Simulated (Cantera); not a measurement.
Input: 1 mol Si, 1.3 mol HBr, 4.8 mol N2, held at 0.0173 Torr.

Cantera equilibrium calculation (NASA polynomials, part measured and part estimated; ideal gas, pure solids and liquids). Candidate condensed phases: Br2, Si, Si3N4; 28 gas species. N2 is the only nitrogen source here; it is nearly inert below about 1500 K, so the nitride shown seldom forms there in practice. The tables' values for SiBr3, SiBr are old estimates; treat these amounts as uncertain. The numbers say what is thermodynamically allowed, not how fast it happens.

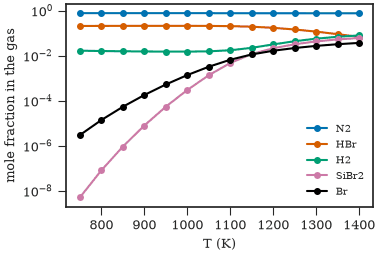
Fig. 1. Equilibrium gas composition (values under 1e-9 drawn at 1e-9)

Problem. Read off the mole fractions at 1200 K.

Solution. N2 about 0.76, HBr about 0.17, H2 about 0.031, SiBr2 about 0.021, Br about 0.016.
